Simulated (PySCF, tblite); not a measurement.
# C₅H₉BO₃: geometry, infrared bands and NMR shifts

Wanted: the infrared bands and NMR shifts of C₅H₉BO₃ (`OB(O)C1=COCCC1`), by calculation.

Programs: tblite 0.8.0 and PySCF 2.14.0, with density-fitted response routines of our own. Each step states its level of theory. These are calculated values for one molecule in the gas phase, unless marked as measured. Atoms count from 0, in the outputs and in this text.

## 1. The molecule as given

18 atoms, charge 0, multiplicity 1; geometry from: force field or distance geometry start.

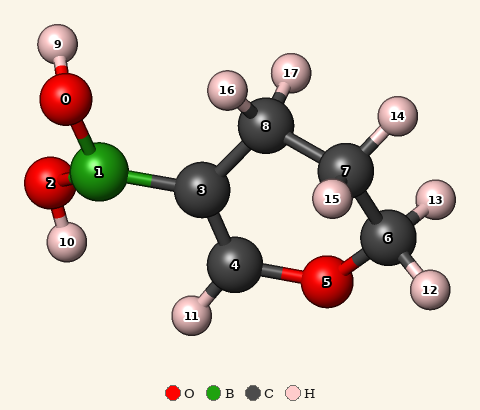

The starting geometry (oxygen red, boron green, carbon dark grey, hydrogen pink), atoms numbered.

## 2. Geometry optimisation with GFN2-xTB

What the job is given:

```
{"job": {"kind": "relax", "xc": "GFN2-xTB", "basis": "xTB"}, "charge": 0, "multiplicity": 1}
O      2.594900     1.347700    -0.572300
B      2.144400    -0.016700    -0.244700
O      3.094600    -0.849400     0.545000
C      0.637700    -0.204600     0.019500
C      0.119600    -1.434300     0.068000
O     -1.233800    -1.607300     0.292600
C     -2.190300    -0.584900     0.153100
C     -1.632100     0.727800    -0.291200
C     -0.252700     0.940100     0.248500
H      2.970000     1.734300     0.279400
H      2.804100    -1.779100     0.476000
H      0.719800    -2.333900    -0.091300
H     -3.024700    -0.943800    -0.511300
H     -2.624800    -0.444100     1.175700
H     -2.278100     1.517800     0.186000
H     -1.724400     0.898600    -1.368700
H      0.202100     1.792100    -0.306900
H     -0.334800     1.246100     1.306100
```

The run is started by

```bash
$ OMP_NUM_THREADS=1 python probes_run.py task.json out
```

The driver reads the jobs from task.json and runs them one after another.

What it wrote:

```text
step      E/eV     max force
  0    -782.08075    3.822
  1    -782.67384    2.189
  2    -782.91676    1.456
  3    -783.01361    1.254
  4    -783.15944    0.708
  5    -783.20156    0.652
  6    -783.25204    0.699
  7    -783.30980    0.721
  8    -783.37742    0.806
  9    -783.44349    0.796
 10    -783.50771    0.570
 11    -783.54491    0.948
 12    -783.55393    1.552
 13    -783.59819    0.504
 14    -783.62079    0.333
 15    -783.64836    0.454
 16    -783.66519    0.398
 17    -783.68513    0.360
 18    -783.70094    0.345
 19    -783.71204    0.210
 20    -783.72169    0.223
 21    -783.73053    0.231
 22    -783.74168    0.229
 23    -783.75137    0.268
 24    -783.75993    0.252
 25    -783.76406    0.156
 26    -783.76723    0.126
 27    -783.77072    0.152
 28    -783.77434    0.151
 29    -783.77711    0.143
 30    -783.77916    0.112
 31    -783.78123    0.112
 32    -783.78351    0.101
 33    -783.78528    0.093
 34    -783.78630    0.083
 35    -783.78710    0.079
 36    -783.78814    0.076
 37    -783.78939    0.065
 38    -783.79053    0.086
 39    -783.79145    0.084
 40    -783.79235    0.084
 41    -783.79322    0.070
 42    -783.79380    0.051
 43    -783.79407    0.032
 44    -783.79424    0.045
 45    -783.79445    0.054
 46    -783.79467    0.044
 47    -783.79483    0.028
 48    -783.79494    0.024
 49    -783.79506    0.035
 50    -783.79521    0.038
 51    -783.79536    0.034
 52    -783.79548    0.028
 53    -783.79558    0.023
 54    -783.79568    0.028
 55    -783.79579    0.031
 56    -783.79589    0.022
 57    -783.79597    0.021
 58    -783.79607    0.024
 59    -783.79618    0.028
 60    -783.79628    0.026
 61    -783.79636    0.022
 62    -783.79644    0.024
 63    -783.79657    0.036
 64    -783.79674    0.046
 65    -783.79691    0.045
 66    -783.79705    0.033
 67    -783.79721    0.027
 68    -783.79741    0.032
 69    -783.79767    0.050
 70    -783.79793    0.053
 71    -783.79813    0.038
 72    -783.79828    0.028
 73    -783.79843    0.025
 74    -783.79857    0.027
 75    -783.79869    0.031
 76    -783.79878    0.030
 77    -783.79885    0.020
 78    -783.79890    0.013
 79    -783.79893    0.009
```

It took 0.86 s on 1 thread of Arm Neoverse N1, shared host; peak memory 0.18 GiB.

The steps of the relaxation: (not every step is listed)

| step | energy from step 0 (eV) | largest force (eV/Å) |
| --- | --- | --- |
| 0 | 0.0000 | 3.8222 |
| 1 | -0.5931 | 2.1891 |
| 2 | -0.8360 | 1.4561 |
| 3 | -0.9329 | 1.2544 |
| 4 | -1.0787 | 0.7080 |
| 5 | -1.1208 | 0.6515 |
| 6 | -1.1713 | 0.6995 |
| 7 | -1.2291 | 0.7212 |
| 8 | -1.2967 | 0.8063 |
| 14 | -1.5400 | 0.3331 |
| 20 | -1.6409 | 0.2233 |
| 26 | -1.6865 | 0.1259 |
| 32 | -1.7028 | 0.1005 |
| 38 | -1.7098 | 0.0861 |
| 44 | -1.7135 | 0.0450 |
| 50 | -1.7145 | 0.0384 |
| 56 | -1.7151 | 0.0217 |
| 62 | -1.7157 | 0.0242 |
| 68 | -1.7167 | 0.0324 |
| 74 | -1.7178 | 0.0272 |
| 75 | -1.7179 | 0.0313 |
| 76 | -1.7180 | 0.0303 |
| 77 | -1.7181 | 0.0199 |
| 78 | -1.7182 | 0.0130 |
| 79 | -1.7182 | 0.0091 |

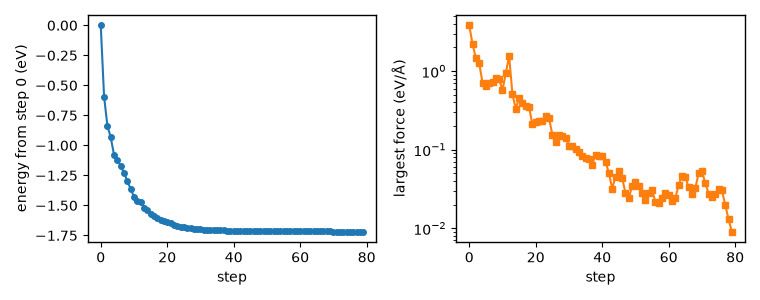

Energy and force, step by step.

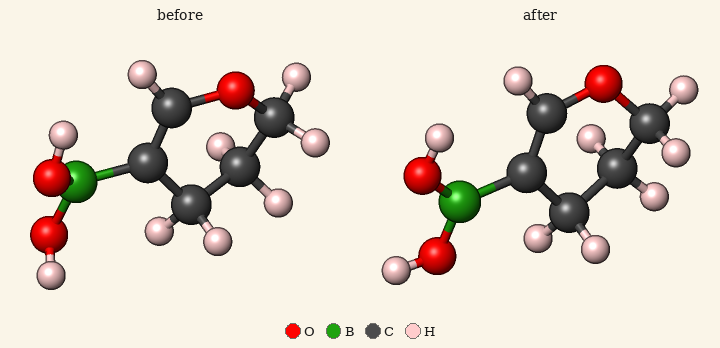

The geometry before (left) and after (right).

Distances of close pairs at the start and the end, largest changes first:

| bond | before (Å) | after (Å) | change (Å) |
| --- | --- | --- | --- |
| B1–O2 | 1.490 | 1.366 | -0.124 |
| O0–B1 | 1.474 | 1.353 | -0.120 |
| O0–H9 | 1.008 | 0.958 | -0.050 |
| C3–C8 | 1.468 | 1.512 | +0.044 |
| C7–H14 | 1.127 | 1.090 | -0.037 |
| C6–H12 | 1.125 | 1.093 | -0.032 |
| C6–C7 | 1.494 | 1.524 | +0.030 |
| C7–C8 | 1.496 | 1.526 | +0.029 |

The final coordinates are the input of the step that follows.

## 3. Harmonic vibrations with GFN2-xTB

What the job is given:

```
{"job": {"kind": "ir", "xc": "GFN2-xTB", "basis": "xTB"}, "charge": 0, "multiplicity": 1}
O      2.584342     1.392692     0.032250
B      2.128804     0.123278     0.143457
O      3.059573    -0.866205     0.286642
C      0.581565    -0.120826     0.108579
C      0.051497    -1.339463    -0.040811
O     -1.261444    -1.670326    -0.074367
C     -2.161352    -0.624832     0.246500
C     -1.723243     0.705490    -0.355148
C     -0.350052     1.066278     0.203457
H      3.539776     1.454039     0.064373
H      2.721772    -1.753889     0.379995
H      0.651613    -2.231512    -0.174176
H     -3.132702    -0.945036    -0.139632
H     -2.225656    -0.534057     1.339609
H     -2.460564     1.472609    -0.118694
H     -1.663593     0.599951    -1.440040
H      0.087102     1.899758    -0.346519
H     -0.436200     1.378369     1.248230
```

What it wrote:

```text
mode    cm-1     km/mol
  1      42.1      2.84
  2      89.6      0.93
  3     147.5      4.25
  4     222.9      2.31
  5     263.4      0.67
  6     308.8      6.08
  7     389.0      0.53
  8     435.5      5.42
  9     464.2     13.43
 10     490.4      1.92
 11     529.6     75.98
 12     571.1      7.54
 13     608.6     36.56
 14     630.0    311.17
 15     776.0      0.79
 16     831.9      1.35
 17     893.9      2.66
 18     906.4     24.76
 19     947.1    100.84
 20     953.6    193.69
 21     968.4     51.24
 22    1002.4     19.16
 23    1042.4     77.04
 24    1090.9     25.67
 25    1109.3     42.39
 26    1151.5    175.72
 27    1168.6     72.61
 28    1198.0     49.75
 29    1235.0    108.73
 30    1255.0    309.64
 31    1293.6      3.24
 32    1298.9    230.41
 33    1324.6      0.28
 34    1332.1     31.63
 35    1339.8     39.78
 36    1467.7      1.39
 37    1471.4      1.06
 38    1483.1      2.53
 39    1669.5    307.49
 40    2889.4     46.05
 41    2945.7     33.98
 42    2967.6     35.21
 43    2989.7     56.97
 44    2998.5     36.05
 45    3005.3     36.48
 46    3039.2     54.83
 47    3618.0     18.60
 48    3667.3      9.51
```

It took 1 s on 1 thread of Arm Neoverse N1, shared host; peak memory 0.18 GiB.

The strongest bands and the atoms that carry them (share of the mass-weighted mode):

| cm⁻¹ | km/mol | atoms |
| --- | --- | --- |
| 630 | 311.2 | H9 60 %, B1 21 %, O0 11 % |
| 947 | 100.8 | H10 58 %, O0 18 % |
| 954 | 193.7 | H9 50 %, O2 12 %, O0 11 % |
| 1152 | 175.7 | O5 20 %, C4 13 %, H15 13 %, C6 12 % |
| 1235 | 108.7 | H12 23 %, H13 18 %, B1 14 %, H17 11 % |
| 1255 | 309.6 | B1 53 % |
| 1299 | 230.4 | B1 47 %, H17 11 % |
| 1670 | 307.5 | C4 48 %, C3 46 % |

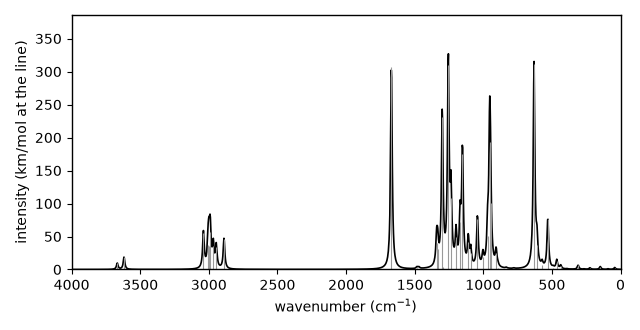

The infrared spectrum from these modes, unscaled. Lines are broadened to a width of 14 cm⁻¹ (Lorentzian).

## 4. NMR shieldings: PBE0/pcSseg-1

The job, as its differences from that of step 3:

```diff
@@ -1,2 +1,2 @@
-{"job": {"kind": "ir", "xc": "GFN2-xTB", "basis": "xTB"}, "charge": 0, "multiplicity": 1}
+{"job": {"kind": "nmr", "xc": "PBE0", "basis": "pcSseg-1"}, "charge": 0, "multiplicity": 1}
 O      2.584342     1.392692     0.032250
```

Method: GIAO PBE0/pcSseg-1 NMR shielding, non-relativistic, gas phase.

What it wrote:

```text
coarse grid: 15360 points
cycle   1  E = -445.7660515991  dE =  1.480e+00  |g| = 9.649e-01  |ddm| = 3.790e+00
cycle   2  E = -445.6310827143  dE =  1.350e-01  |g| = 1.310e+00  |ddm| = 1.519e+00
cycle   3  E = -445.9361948927  dE = -3.051e-01  |g| = 9.671e-02  |ddm| = 9.105e-01
cycle   4  E = -445.9380062516  dE = -1.811e-03  |g| = 3.914e-02  |ddm| = 1.101e-01
cycle   5  E = -445.9383581341  dE = -3.519e-04  |g| = 9.146e-03  |ddm| = 3.982e-02
cycle   6  E = -445.9383721461  dE = -1.401e-05  |g| = 3.597e-03  |ddm| = 8.362e-03
cycle   7  E = -445.9383743439  dE = -2.198e-06  |g| = 7.509e-04  |ddm| = 2.604e-03
final grid: 149224 points
cycle   8  E = -446.0214243649  dE = -4.483e-05  |g| = 1.301e-02  |ddm| = 3.220e-02
cycle   9  E = -446.0213796703  dE =  4.469e-05  |g| = 2.025e-02  |ddm| = 2.220e-02
cycle  10  E = -446.0214565893  dE = -7.692e-05  |g| = 2.199e-03  |ddm| = 1.471e-02
cycle  11  E = -446.0214576889  dE = -1.100e-06  |g| = 4.246e-04  |ddm| = 2.280e-03
cycle  12  E = -446.0214577251  dE = -3.622e-08  |g| = 1.507e-04  |ddm| = 4.844e-04
cycle  13  E = -446.0214577301  dE = -4.962e-09  |g| = 3.801e-05  |ddm| = 1.459e-04
cycle  14  E = -446.0214577304  dE = -3.063e-10  |g| = 8.581e-06  |ddm| = 3.432e-05
converged SCF energy = -446.0214577304

GIAO shielding tensors (ppm)
atom      isotropic    diamagn.    paramagn.     s11        s22        s33       span
  0 O      224.958     386.111    -161.153    134.315    256.608    283.952    149.637
  1 B       74.557     195.283    -120.726     62.430     67.874     93.368     30.938
  2 O      235.437     386.682    -151.245    129.454    275.179    301.677    172.223
  3 C       77.674     263.814    -186.140     -9.960     67.715    175.268    185.229
  4 C       28.328     250.986    -222.659    -82.035     62.129    104.889    186.923
  5 O      202.170     396.367    -194.198     78.364    195.144    333.001    254.637
  6 C      118.525     245.669    -127.144     95.419    107.084    153.074     57.655
  7 C      161.618     249.389     -87.771    153.665    159.240    171.948     18.284
  8 C      162.426     245.964     -83.538    152.031    160.457    174.791     22.760
  9 H       27.825      28.886      -1.061     21.818     23.659     38.000     16.182
 10 H       27.750      32.972      -5.222     20.513     26.042     36.694     16.181
 11 H       25.051      33.132      -8.080     21.280     25.499     28.375      7.094
 12 H       27.321      28.371      -1.050     22.724     26.920     32.319      9.595
 13 H       27.807      29.989      -2.182     23.323     26.925     33.172      9.849
 14 H       30.097      29.696       0.401     25.525     28.016     36.752     11.228
 15 H       30.001      31.124      -1.124     26.065     28.107     35.831      9.766
 16 H       29.209      31.075      -1.867     23.280     29.284     35.062     11.782
 17 H       29.658      30.884      -1.227     25.508     27.820     35.646     10.138
```

It took 61 s on 1 thread of Arm Neoverse N1, shared host; peak memory 0.87 GiB.

Shifts follow as δ = σ(reference) − σ, with reference shieldings (ppm) from runs at the same level and on the same kind of geometry: ¹H TMS 31.72, ¹³C TMS 186.9, ¹⁷O H2O 336.1, ¹¹B BF3·OEt2 100.1. The references are single molecules in the gas phase, so shifts against H2O, NH3, PH3, H3PO4 or CFCl3 are not on the usual liquid scales and can be off by tens of ppm. Atoms listed in one row are averaged.

| atoms | environment | σ (ppm) | δ (ppm) | δ scaled to CDCl3 |
| --- | --- | --- | --- | --- |
| C4 | alkene carbon bearing oxygen | 28.3 | 158.6 | 152.9 |
| C3 | β carbon of an enol-ether or enamine type C=C | 77.7 | 109.3 | 104.7 |
| C6 | sp3 CH2 bonded to O | 118.5 | 68.4 | 64.8 |
| C7 | sp3 CH2 in a ring | 161.6 | 25.3 | 22.8 |
| C8 | allylic sp3 CH2 | 162.4 | 24.5 | 22.0 |
| H11 | hydrogen on an alkene carbon bearing oxygen | 25.05 | 6.67 | 6.39 |
| H12, H13 | hydrogen on an sp3 CH2 bonded to O | 27.56 | 4.15 | 4.02 |
| H9, H10 | hydrogen on an oxygen bonded to B | 27.79 | 3.93 | – |
| H16, H17 | hydrogen on an allylic sp3 CH2 | 29.43 | 2.28 | 2.26 |
| H14, H15 | hydrogen on an sp3 CH2 in a ring | 30.05 | 1.67 | 1.68 |
| O5 | ether oxygen | 202.2 | 133.9 | – |
| O0, O2 | oxygen bonded to B, H | 230.2 | 105.9 | – |
| B1 | boron bonded to C, 2 O | 74.6 | 25.5 | – |

The scaled column applies a straight-line fit of computed shieldings to shifts measured in CDCl3 (root-mean-square error 0.16 ppm for H, 1.9 ppm for C).

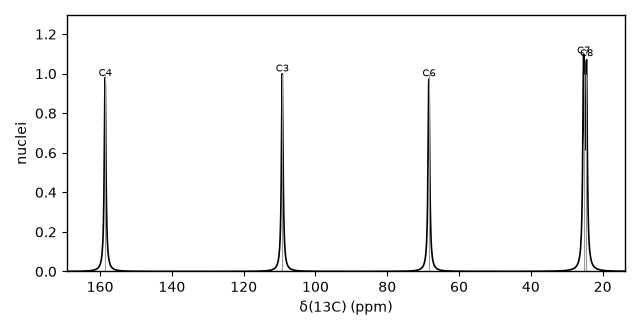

¹³C lines at the computed shifts, without couplings. Lines are broadened to a width of 0.54 ppm (Lorentzian).

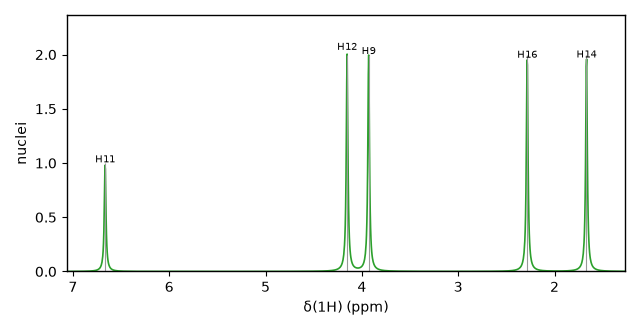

¹H lines at the computed shifts, without couplings. Lines are broadened to a width of 0.02 ppm (Lorentzian).

Charges from the same density, by scheme (e):

| atoms | Mulliken | IAO | Hirshfeld | ESP fit |
| --- | --- | --- | --- | --- |
| O0, O2 | -0.42 | -0.56 | -0.26 | -0.68 |
| B1 | 0.61 | 0.48 | 0.23 | 0.56 |
| C3 | -0.52 | -0.25 | -0.12 | -0.23 |
| C4 | 0.24 | 0.07 | 0.02 | -0.03 |
| O5 | -0.46 | -0.33 | -0.11 | -0.30 |
| C6 | 0.07 | -0.06 | 0.01 | 0.11 |
| C7 | -0.27 | -0.28 | -0.08 | -0.14 |
| C8 | -0.15 | -0.25 | -0.08 | 0.06 |

Hirshfeld charges:

O0 -0.25; B1 0.23; O2 -0.27; C3 -0.12; C4 0.02; O5 -0.11; C6 0.01; C7 -0.08; C8 -0.08; H9 0.18; H10 0.17; H11 0.05; H12 0.05; H13 0.04; H14 0.05; H15 0.04; H16 0.04; H17 0.04

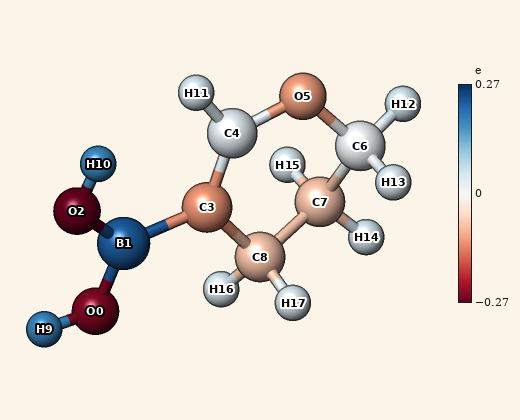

Hirshfeld charges, as colours on the atoms.

Mayer bond orders: O0–B1 1.24, B1–O2 1.20, B1–C3 0.91, C3–C4 1.77, C4–O5 1.06, O5–C6 0.88, C6–C7 1.04, C7–C8 1.04, C8–C3 1.04.

Ring of atoms C3, C4, O5, C6, C7, C8: NICS(0) -0.9, NICS(1) -1.8, NICS(1)zz 1.6 ppm (means of both faces).

## 5. Outcome

| quantity | value |
| --- | --- |
| strongest single infrared mode (GFN2-xTB) | 630 cm⁻¹, 311 km/mol |
| zero-point energy (GFN2-xTB) | 89.4 kcal/mol |
| ¹³C shifts against TMS (PBE0/pcSseg-1) | 158.6, 109.3, 68.4, 25.3, 24.5 ppm |
| ¹H shifts against TMS (PBE0/pcSseg-1, means over atoms taken as alike) | 6.67, 4.15, 3.93, 2.28, 1.67 ppm |
| ¹⁷O shifts against H2O (PBE0/pcSseg-1, means over atoms taken as alike) | 133.9, 105.9 ppm |
| ¹¹B shifts against BF3·OEt2 (PBE0/pcSseg-1) | 25.5 ppm |

Over 79 steps the energy fell by 1.718 eV; of the close pairs, B1–O2 changed most, 1.490 to 1.366 Å. All 48 modes are real, so the xTB geometry is a minimum. The strongest single mode, at 630 cm⁻¹, moves mainly H9. GFN2-xTB is a fitted tight-binding method: band positions and strengths are rough. Its intensities can rank the bands wrongly. C4 (alkene carbon bearing oxygen) lies farthest downfield among carbon, at 158.6 ppm; an sp2 carbon further deshielded by the attached heteroatom. The most deshielded hydrogen is H11 (hydrogen on an alkene carbon bearing oxygen), at 6.67 ppm: olefinic region. At PBE0/pcSseg-1: Shielding is most anisotropic at O5 (span 255 ppm, paramagnetic term -194 ppm).
